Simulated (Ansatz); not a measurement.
AlH3ClF: geometry relaxation

AlH3ClF, computed with RKS PBE-D4/def2-SVPD (Ansatz 0.2.0).

The input holds or restrains some coordinates. It belongs to a series of runs on one base structure; here: pulled along the bonds that form and break, towards end B.

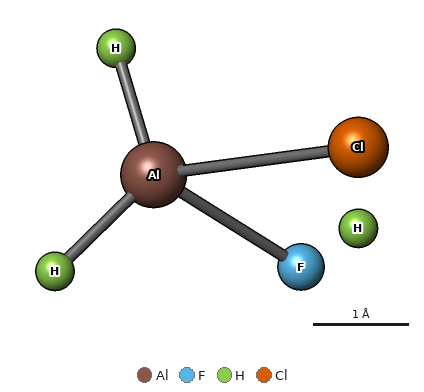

Figure 1. The input geometry (ball-and-stick view, seen at a tilt). Sticks mark near contacts. Bond lengths as drawn: Al–Cl 2.60 Å, Al–F 2.11 Å and Al–H 1.53 Å.

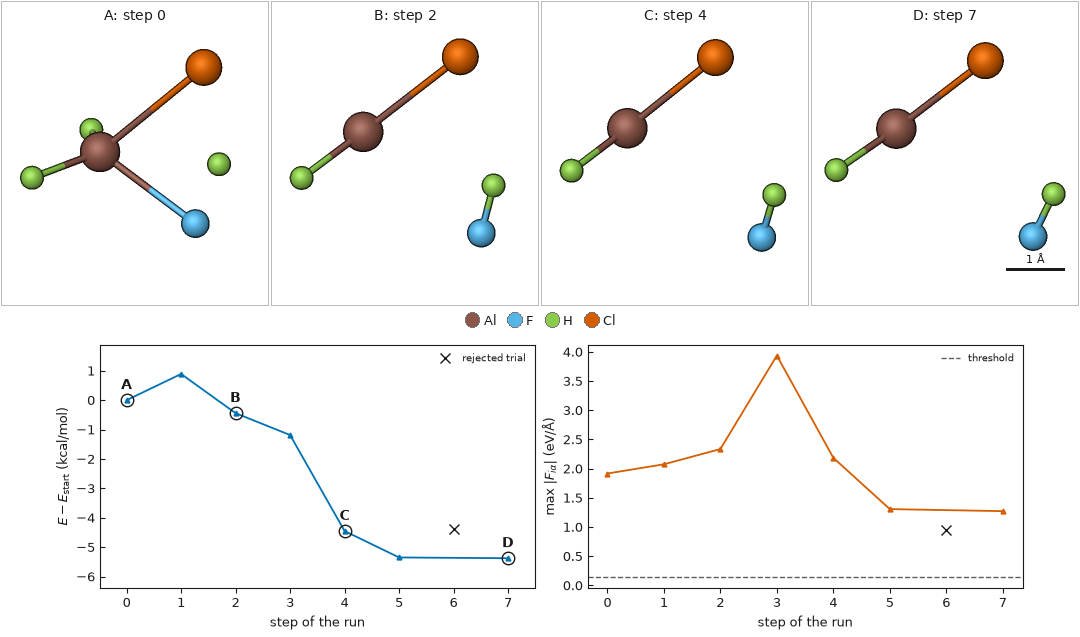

Figure 2. Frames of the restrained relaxation (ball-and-stick view, seen at a tilt) above the curves, on which the letters mark them (the first geometry is step 0 here and step 1 in the log).

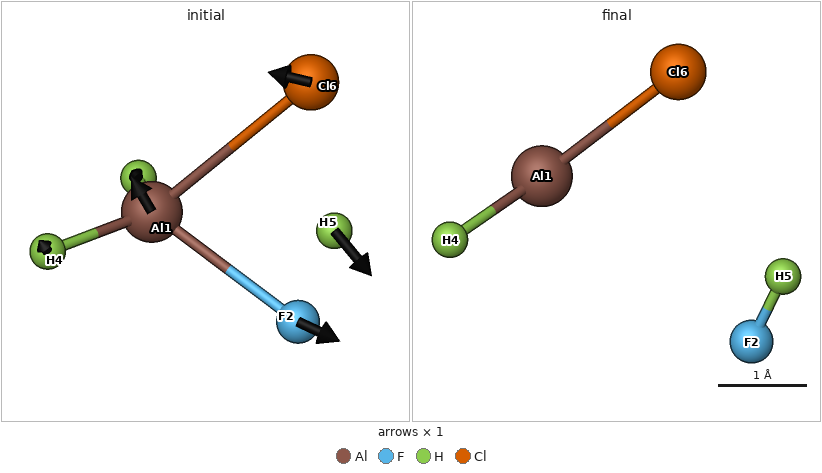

Figure 3. Before (left) and after (right) the restrained relaxation, at one scale (ball-and-stick view, seen at a tilt). The black arrows give the displacements, at true length. The largest move after the best rigid fit is that of H5, 0.68 Å. Largest moves by element: H 0.68 Å, F 0.54 Å, Cl 0.52 Å, Al 0.47 Å. Among the contacts that change: Al1–F2 2.111 → 3.072 Å, Al1–Cl6 2.601 → 2.211 Å, F2–H5 1.200 → 0.918 Å, Al1–H3 1.529 → 1.582 Å. New bonds form: F2–H5 (1.20 → 0.92 Å). Among the angles that change: H3–Al1–H4 122.3° → 128.0°, H3–Al1–Cl6 110.3° → 116.0°. Over 7 geometry steps the energy falls by 5.38 kcal/mol. Largest force component: 1.9 eV/Å at the start, 1.3 eV/Å at the end. The line search rejected the trial step at point 6 (counted from 0) and went back. (Atoms are counted from 1 in the order of the input.)

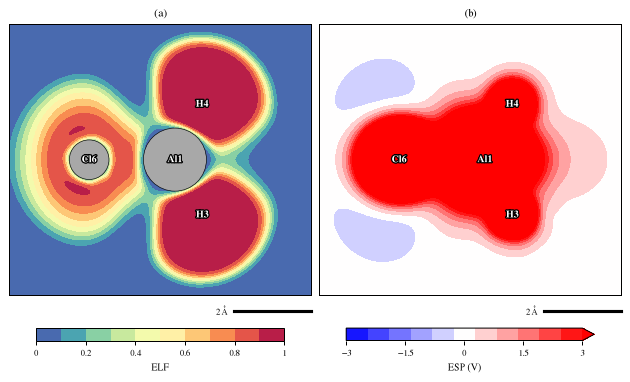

Figure 4. (a) ELF; (b) molecular electrostatic potential on the plane of atoms H3, Al1 and H4. Grey discs, where drawn, cover atomic cores. Atoms in the plane: Al, H and Cl. Al–Cl (2.21 Å): the ELF peaks at about 0.85 in the valence shell of Cl, 0.9 Å from its nucleus, and is about 0.80 at the midpoint. Al–H (1.58 Å): the ELF climbs to about 1 towards the hydrogen, as it does in any bond to H.

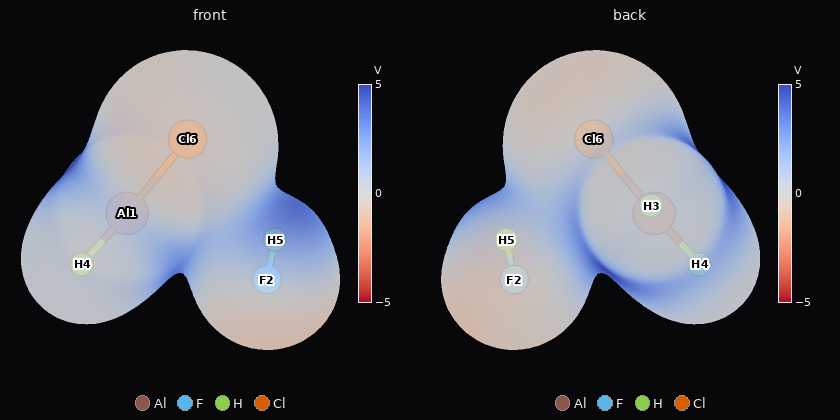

Figure 5. The molecular electrostatic potential painted on the density surface at 0.004 e/bohr³, seen at a tilt and from behind; red is negative and blue positive. A positive charge is drawn to the negative regions and a negative charge to the positive ones.

The input and output of the run follow.

**The input**
```yaml
crystal:
  periodic: [false, false, false]
  atoms:
    - { symbol: Al, position_ang: [-0.3997, 0.4117, -0.4893] }
    - { symbol: F, position_ang: [-0.5549, -0.7443, 1.2708] }
    - { symbol: H, position_ang: [-0.931, -0.3249, -1.719] }
    - { symbol: H, position_ang: [-0.7464, 1.8741, -0.1997] }
    - { symbol: H, position_ang: [0.6238, -0.8231, 1.0601] }
    - { symbol: Cl, position_ang: [2.0082, -0.3934, 0.077] }
basis:
  gaussian: { orbitals: def2-SVPD }
hamiltonian:
  xc: pbe
  dispersion: d4
relax:
  f_tol: 0.15
  max_steps: 25
  restrain:
    - { distance: [0, 5], at: 2.23, k: 30.0 }
    - { distance: [4, 1], at: 0.88, k: 30.0 }
    - { distance: [0, 1], at: 3.08, k: 30.0 }
    - { distance: [4, 5], at: 2.63, k: 30.0 }
output:
  orbitals: {}
```

Run as:
```bash
ansatz run input.yaml --threads 2 --pin off --max-ram 3072MiB --backend cpu --events-out ev --progress --plain --runs-dir out
```

**Output**
```
The last accepted step is kept in [file] (removed where the run ends without a failure and the disk answers)
Engine: ansatz 0.2.0, aarch64-unknown-linux-gnu
Functional definition: PBE
  parameter kappa = 0.804
  parameter beta = 0.06672455060314922
  exchange = pbe_x(kappa = kappa, mu = beta*pi^2/3)
  correlation = pbe_c(beta = beta)
882 factors; their error is unknown
mean field evaluation 1: about -21865.2117 eV, gradient 3.3e1 eV
mean field evaluation 2: about -21859.2629 eV, gradient 7.1e1 eV
mean field evaluation 4: about -21867.3167 eV, gradient 3.9e0 eV
mean field evaluation 8: about -21867.3624 eV, gradient 3.1e-2 eV
mean field evaluation 16: about -21867.3182 eV, gradient 6.6e-6 eV
mean field -21867.31817875 eV, -803.6091208685 hartree, gradient 6.6e-6 eV, S^2 0.000000; 0 other end points of the search recorded, 0 dependent functions left out
the calculation of the forces begins
reference -21867.31822672 eV, -803.6091226311 hartree; 21, 21 occupied and 77, 77 virtual orbitals, 882 factors
relax step   1: F+E_penalty+E_count = -21867.40734531 eV  Δ(F+E_penalty+E_count) = +0.000e0 eV  max|allowed force component| = 1.917e0 eV/Å  E_restraint = 29.25109655 eV  max|allowed force component, restraints' pulls added| = 3.111e1 eV/Å  Δτ_max = 0.0000 Å  (27 SCF iters, accepted)
  distance Al 0 - Cl 5 = 2.6013 Å
  distance H 4 - F 1 = 1.2000 Å
  distance Al 0 - F 1 = 2.1115 Å
  distance H 4 - Cl 5 = 1.7515 Å
these checks for a lower state are left out or cut short: starts, cluster_reference, orbital_swaps, neighbouring_geometries, increment
882 factors; their error is unknown
mean field -21867.28146258 eV, -803.6077715740 hartree, gradient 2.1e-5 eV, S^2 0.000000; 0 other end points of the search recorded, 0 dependent functions left out
the calculation of the forces begins
reference -21867.28151081 eV, -803.6077733466 hartree; 21, 21 occupied and 77, 77 virtual orbitals, 882 factors
relax step   2: F+E_penalty+E_count = -21867.36870092 eV  Δ(F+E_penalty+E_count) = +3.864e-2 eV  max|allowed force component| = 2.075e0 eV/Å  E_restraint = 12.79250030 eV  max|allowed force component, restraints' pulls added| = 1.923e1 eV/Å  Δτ_max = 0.1948 Å  (34 SCF iters, accepted)
  distance Al 0 - Cl 5 = 2.5113 Å
  distance H 4 - F 1 = 1.0451 Å
  distance Al 0 - F 1 = 2.4292 Å
  distance H 4 - Cl 5 = 2.0618 Å
these checks for a lower state are left out or cut short: starts, cluster_reference, orbital_swaps, neighbouring_geometries, increment
882 factors; their error is unknown
mean field evaluation 32: about -21867.3412 eV, gradient 5.7e-6 eV
mean field -21867.34124131 eV, -803.6099684019 hartree, gradient 5.7e-6 eV, S^2 0.000000; 0 other end points of the search recorded, 0 dependent functions left out
the calculation of the forces begins
reference -21867.34129016 eV, -803.6099701969 hartree; 21, 21 occupied and 77, 77 virtual orbitals, 882 factors
relax step   3: F+E_penalty+E_count = -21867.42649888 eV  Δ(F+E_penalty+E_count) = -5.780e-2 eV  max|allowed force component| = 2.336e0 eV/Å  E_restraint = 3.24462587 eV  max|allowed force component, restraints' pulls added| = 8.326e0 eV/Å  Δτ_max = 0.1949 Å  (34 SCF iters, accepted)
  distance Al 0 - Cl 5 = 2.3862 Å
  distance H 4 - F 1 = 0.9113 Å
  distance Al 0 - F 1 = 2.7398 Å
  distance H 4 - Cl 5 = 2.3557 Å
these checks for a lower state are left out or cut short: starts, cluster_reference, orbital_swaps, neighbouring_geometries, increment
882 factors; their error is unknown
mean field -21867.37555314 eV, -803.6112293383 hartree, gradient 6.7e-6 eV, S^2 0.000000; 0 other end points of the search recorded, 0 dependent functions left out
the calculation of the forces begins
reference -21867.37560324 eV, -803.6112311796 hartree; 21, 21 occupied and 77, 77 virtual orbitals, 882 factors
relax step   4: F+E_penalty+E_count = -21867.45875751 eV  Δ(F+E_penalty+E_count) = -3.226e-2 eV  max|allowed force component| = 3.937e0 eV/Å  E_restraint = 0.05863008 eV  max|allowed force component, restraints' pulls added| = 4.025e0 eV/Å  Δτ_max = 0.1940 Å  (29 SCF iters, accepted)
  distance Al 0 - Cl 5 = 2.2255 Å
  distance H 4 - F 1 = 0.8805 Å
  distance Al 0 - F 1 = 3.0211 Å
  distance H 4 - Cl 5 = 2.6095 Å
these checks for a lower state are left out or cut short: starts, cluster_reference, orbital_swaps, neighbouring_geometries, increment
882 factors; their error is unknown
mean field -21867.51682648 eV, -803.6164210379 hartree, gradient 6.2e-6 eV, S^2 0.000000; 0 other end points of the search recorded, 0 dependent functions left out
the calculation of the forces begins
reference -21867.51687670 eV, -803.6164228835 hartree; 21, 21 occupied and 77, 77 virtual orbitals, 882 factors
relax step   5: F+E_penalty+E_count = -21867.60034749 eV  Δ(F+E_penalty+E_count) = -1.416e-1 eV  max|allowed force component| = 2.186e0 eV/Å  E_restraint = 0.03061540 eV  max|allowed force component, restraints' pulls added| = 1.427e0 eV/Å  Δτ_max = 0.1371 Å  (34 SCF iters, accepted)
  distance Al 0 - Cl 5 = 2.2175 Å
  distance H 4 - F 1 = 0.9052 Å
  distance Al 0 - F 1 = 3.0464 Å
  distance H 4 - Cl 5 = 2.6192 Å
these checks for a lower state are left out or cut short: starts, cluster_reference, orbital_swaps, neighbouring_geometries, increment
882 factors; their error is unknown
mean field -21867.55619756 eV, -803.6178678983 hartree, gradient 1.0e-5 eV, S^2 0.000000; 0 other end points of the search recorded, 0 dependent functions left out
the calculation of the forces begins
reference -21867.55624829 eV, -803.6178697628 hartree; 21, 21 occupied and 77, 77 virtual orbitals, 882 factors
relax step   6: F+E_penalty+E_count = -21867.63932956 eV  Δ(F+E_penalty+E_count) = -3.898e-2 eV  max|allowed force component| = 1.307e0 eV/Å  E_restraint = 0.02811179 eV  max|allowed force component, restraints' pulls added| = 1.427e-1 eV/Å  Δτ_max = 0.1476 Å  (27 SCF iters, accepted)
  distance Al 0 - Cl 5 = 2.2108 Å
  distance H 4 - F 1 = 0.9179 Å
  distance Al 0 - F 1 = 3.0725 Å
  distance H 4 - Cl 5 = 2.6261 Å
these checks for a lower state are left out or cut short: starts, cluster_reference, orbital_swaps, neighbouring_geometries, increment
882 factors; their error is unknown
mean field -21867.51325480 eV, -803.6162897809 hartree, gradient 5.4e-6 eV, S^2 0.000000; 0 other end points of the search recorded, 0 dependent functions left out
the calculation of the forces begins
reference -21867.51330555 eV, -803.6162916461 hartree; 21, 21 occupied and 77, 77 virtual orbitals, 882 factors
relax step   7: F+E_penalty+E_count = -21867.59675844 eV  Δ(F+E_penalty+E_count) = +4.257e-2 eV  max|allowed force component| = 9.454e-1 eV/Å  E_restraint = 0.10721682 eV  max|allowed force component, restraints' pulls added| = 3.250e0 eV/Å  Δτ_max = 0.1706 Å  (33 SCF iters, rejected (line search))
  distance Al 0 - Cl 5 = 2.2135 Å
  distance H 4 - F 1 = 0.9613 Å
  distance Al 0 - F 1 = 3.0645 Å
  distance H 4 - Cl 5 = 2.6346 Å
these checks for a lower state are left out or cut short: starts, cluster_reference, orbital_swaps, neighbouring_geometries, increment
882 factors; their error is unknown
mean field evaluation 64: about -21867.5992 eV, gradient 1.2e0 eV
mean field -21867.55738967 eV, -803.6179117078 hartree, gradient 6.5e-6 eV, S^2 0.000000; 0 other end points of the search recorded, 0 dependent functions left out
the calculation of the forces begins
reference -21867.55744051 eV, -803.6179135758 hartree; 21, 21 occupied and 77, 77 virtual orbitals, 882 factors
relax step   8: F+E_penalty+E_count = -21867.64048311 eV  Δ(F+E_penalty+E_count) = -1.154e-3 eV  max|allowed force component| = 1.272e0 eV/Å  E_restraint = 0.02863741 eV  max|allowed force component, restraints' pulls added| = 9.803e-2 eV/Å  Δτ_max = 0.0152 Å  (29 SCF iters, accepted)
  distance Al 0 - Cl 5 = 2.2109 Å
  distance H 4 - F 1 = 0.9184 Å
  distance Al 0 - F 1 = 3.0723 Å
  distance H 4 - Cl 5 = 2.6272 Å
882 factors; their error is unknown
mean field -21867.55738967 eV, -803.6179117078 hartree, gradient 8.9e-6 eV, S^2 0.000000; 1 other end points of the search recorded, 0 dependent functions left out
the calculation of the forces begins
reference -21867.55744051 eV, -803.6179135758 hartree; 21, 21 occupied and 77, 77 virtual orbitals, 882 factors
Total energy: -21867.64053394 eV, -803.6209672032 hartree
Atom 0 at    -0.156644     0.602833    -0.864094 Å, force     0.499712    -0.303407     0.358827 eV/Å
Atom 1 at    -0.543605    -1.073493     1.681303 Å, force    -1.216793     0.200562    -0.094032 eV/Å
Atom 2 at    -0.917087    -0.325521    -1.895010 Å, force     0.001215    -0.020465    -0.016501 eV/Å
Atom 3 at    -0.611587     2.009491    -0.299585 Å, force     0.006936     0.017050     0.010338 eV/Å
Atom 4 at     0.371193    -1.138448     1.632167 Å, force     1.272165    -0.047477    -0.144440 eV/Å
Atom 5 at     1.857729    -0.074761    -0.254881 Å, force    -0.563235     0.153737    -0.114191 eV/Å
Dipole moment:    -0.041606     0.094585    -0.122342 e Å
```

**Trajectory as extended XYZ (Å, eV, eV/Å), 8 frames, from step=1 to step=8**
```
6
Properties=species:S:1:pos:R:3:forces:R:3 step=1 energy=-21867.40734
Al   -0.3997    0.4117   -0.4893    1.0491  -1.0612   1.2607
F    -0.5549   -0.7443    1.2708    1.8395   0.5808  -1.4171
H    -0.9310   -0.3249   -1.7190   -0.1670  -0.6293  -0.5520
H    -0.7464    1.8741   -0.1997    0.0452   0.7399   0.4051
H     0.6238   -0.8231    1.0601   -0.8499   0.1608   0.0357
Cl    2.0082   -0.3934    0.0770   -1.9168   0.2090   0.2676
6
Properties=species:S:1:pos:R:3:forces:R:3 step=2 energy=-21867.36870
Al   -0.2806    0.4731   -0.6080    1.5591  -0.7763   0.9582
F    -0.5475   -0.8436    1.4158    2.0747   0.4616  -1.2987
H    -0.9326   -0.3327   -1.7300   -0.2191  -0.6218  -0.5441
H    -0.7444    1.8842   -0.1969    0.0659   0.5628   0.3698
H     0.4671   -0.8681    1.1668   -1.4321  -0.1149   0.5991
Cl    2.0379   -0.3127   -0.0478   -2.0485   0.4887  -0.0843
6
Properties=species:S:1:pos:R:3:forces:R:3 step=3 energy=-21867.42650
Al   -0.1481    0.5394   -0.7347    1.2583  -0.5190   0.7161
F    -0.5448   -0.9311    1.5428   -1.9726   0.2971   0.1018
H    -0.9359   -0.3416   -1.7363   -0.0515  -0.4049  -0.3737
H    -0.7423    1.8888   -0.1916    0.2514   0.2354   0.1760
H     0.3310   -0.9280    1.2910    2.3356  -0.1973  -0.3560
Cl    2.0401   -0.2274   -0.1712   -1.8213   0.5886  -0.2643
6
Properties=species:S:1:pos:R:3:forces:R:3 step=4 energy=-21867.45876
Al   -0.0505    0.6033   -0.8500    0.1220  -0.4250   0.5283
F    -0.5837   -1.0024    1.6529   -3.7275   0.2620   0.6353
H    -0.9192   -0.3570   -1.7587    0.1646  -0.0571  -0.1919
H    -0.7015    1.8982   -0.1917    0.3380   0.0836  -0.0426
H     0.2725   -1.0243    1.4488    3.9371  -0.1902  -0.8008
Cl    1.9824   -0.1176   -0.3015   -0.8342   0.3267  -0.1281
6
Properties=species:S:1:pos:R:3:forces:R:3 step=5 energy=-21867.60035
Al   -0.1495    0.5950   -0.8531    0.7526  -0.5008   0.4145
F    -0.5815   -1.1009    1.6404   -2.0338  -0.0178  -0.0331
H    -0.8991   -0.3721   -1.8294   -0.1439  -0.0812  -0.1962
H    -0.5794    1.9552   -0.2169   -0.1093   0.2774   0.0620
H     0.3156   -1.0073    1.5635    2.1858   0.1508  -0.1871
Cl    1.8938   -0.0696   -0.3047   -0.6514   0.1717  -0.0602
6
Properties=species:S:1:pos:R:3:forces:R:3 step=6 energy=-21867.63933
Al   -0.1501    0.6046   -0.8683    0.5016  -0.3359   0.4056
F    -0.5478   -1.0657    1.6796   -1.2440   0.2062  -0.0840
H    -0.9167   -0.3294   -1.8847   -0.0083  -0.0382  -0.0602
H    -0.6147    1.9986   -0.2896    0.0067   0.0666   0.0115
H     0.3657   -1.1339    1.6207    1.3072  -0.0563  -0.1521
Cl    1.8635   -0.0740   -0.2579   -0.5633   0.1575  -0.1208
6
Properties=species:S:1:pos:R:3:forces:R:3 step=7 energy=-21867.59676 accepted=F
Al   -0.2149    0.5844   -0.8419    0.9095  -0.3208   0.2547
F    -0.5686   -1.2124    1.6152    0.9454   0.4830  -0.0722
H    -0.9029   -0.3600   -1.8954   -0.2041  -0.0054  -0.0336
H    -0.5068    2.0206   -0.2653   -0.2499   0.0658   0.0313
H     0.3606   -0.9759    1.6847   -0.8492  -0.3097  -0.1885
Cl    1.8326   -0.0566   -0.2974   -0.5518   0.0871   0.0082
6
Properties=species:S:1:pos:R:3:forces:R:3 step=8 energy=-21867.64048
Al   -0.1566    0.6028   -0.8641    0.4997  -0.3034   0.3588
F    -0.5436   -1.0735    1.6813   -1.2168   0.2006  -0.0940
H    -0.9171   -0.3255   -1.8950    0.0012  -0.0205  -0.0165
H    -0.6116    2.0095   -0.2996    0.0069   0.0170   0.0103
H     0.3712   -1.1384    1.6322    1.2722  -0.0475  -0.1444
Cl    1.8577   -0.0748   -0.2549   -0.5632   0.1537  -0.1142
```

**Results in brief**

| quantity | value |
| --- | --- |
| outcome | converged under the restraints of the input |
| total energy | −21867.6405 eV |
| mean-field energy | −21867.5574 eV |
| largest force (length of the vector) at the end, held atoms and coordinates included | 1.281 eV/Å |
| hardware | 2 threads of Arm Neoverse V2, 24 GiB of memory available, shared host |
| wall time | 11 s (CPU time 20 s) |
| peak memory | 0.16 GiB |
